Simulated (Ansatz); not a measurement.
System PdI₄ (space group P-43m, No. 215); source of the atomic positions: the geometry relaxed with Ansatz, DFT PBE, scalar-relativistic, plane waves, PAW; the starting structure was generated, so it need not be a known form of this composition.

Space group P-43m (No. 215). a = 5.675 Å, b = 5.675 Å, c = 5.675 Å, α = 90.00°, β = 90.00°, γ = 90.00°
```csv
atom,site,symmetry,x,y,z
Pd,1a,-43m,0.0000,0.0000,0.0000
I,4e,.3m,0.2649,0.2649,0.2649
```

Describe how the polyhedra about Pd are linked (bonds: I–Pd below 2.9 Å).

Pd: PdI4 tetrahedron. The tetrahedra are isolated from each other.

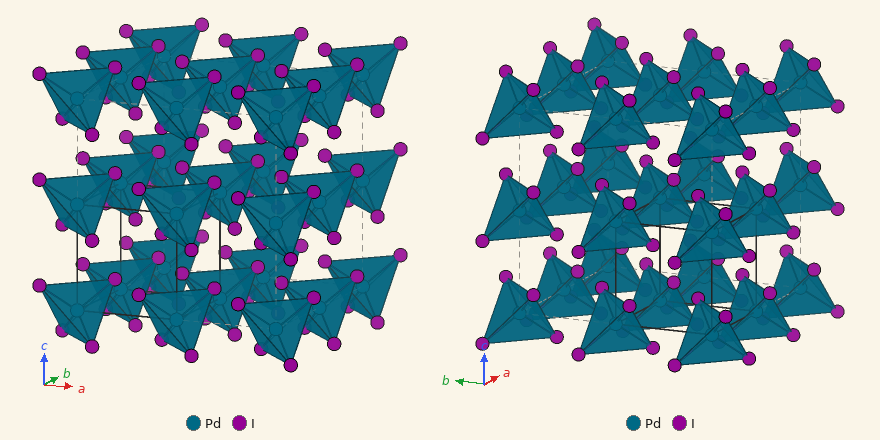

Polyhedra are drawn about Pd (bonds: I–Pd below 2.9 Å); other atoms are plain spheres. Two views of the same piece.
